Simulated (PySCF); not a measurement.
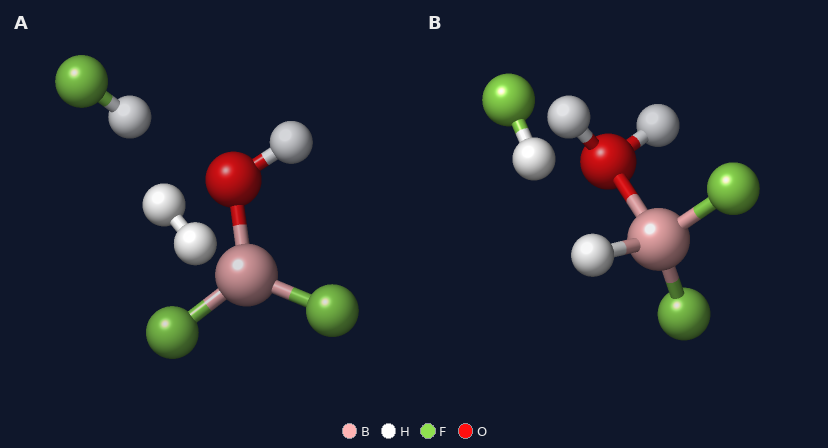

2 stationary structures of one formula. Geometries: PBE0-D4/def2-TZVP. Electronic energies: CCSD(T)/CBS (MP2 limit from def2-TZVPP and def2-QZVPP plus CCSD(T) − MP2) (PySCF 2.14.0), without zero-point energy. No frequency run is at hand to confirm each as a minimum. Each is one conformer, not always the lowest.

Rank them by energy, lowest first.

A is lowest; B lies 0.794 eV above it.

Give E(B) − E(A) in eV at these levels too: RHF-MP2 (frozen core)/def2-QZVPP; SPW92 (LDA)/def2-TZVPP; RHF-CCSD(T) (frozen core)/def2-TZVPP; ωB97M-V/def2-TZVPP; B3LYP-D4/def2-TZVPP; RHF/STO-3G; r2SCAN-D4/def2-TZVPP; PBE-D4/def2-SVP.

```tsv
level	E(B) − E(A) (eV)
RHF-MP2 (frozen core)/def2-QZVPP	+0.810
SPW92 (LDA)/def2-TZVPP	+0.355
RHF-CCSD(T) (frozen core)/def2-TZVPP	+0.764
ωB97M-V/def2-TZVPP	+0.737
B3LYP-D4/def2-TZVPP	+0.829
RHF/STO-3G	+0.736
r2SCAN-D4/def2-TZVPP	+0.736
PBE-D4/def2-SVP	+0.509
```
